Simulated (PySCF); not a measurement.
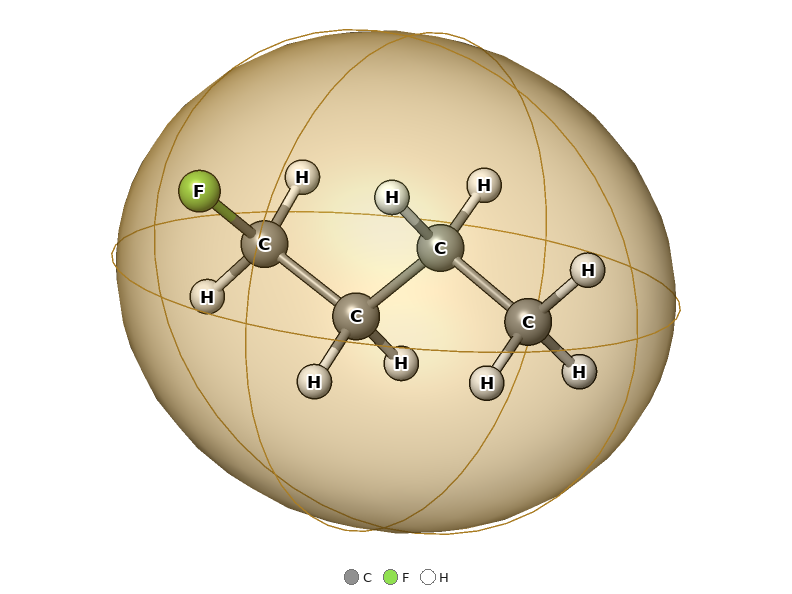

The ellipsoid shows the static dipole polarisability: its half-axes are proportional to the principal values. Computed geometry: PBE0-D3(BJ)/def2-SVP optimisation. No frequency run is at hand to confirm it as a minimum. Method: PBE0/def2-TZVP (PySCF 2.14.0).

Question. How large and how anisotropic is the polarisability?

Answer. Principal values 47.0, 48.4, 58.0 bohr³; mean 51.1 bohr³ (7.57 Å³); anisotropy 10.4 bohr³, so the longest axis is 1.23 times the shortest.
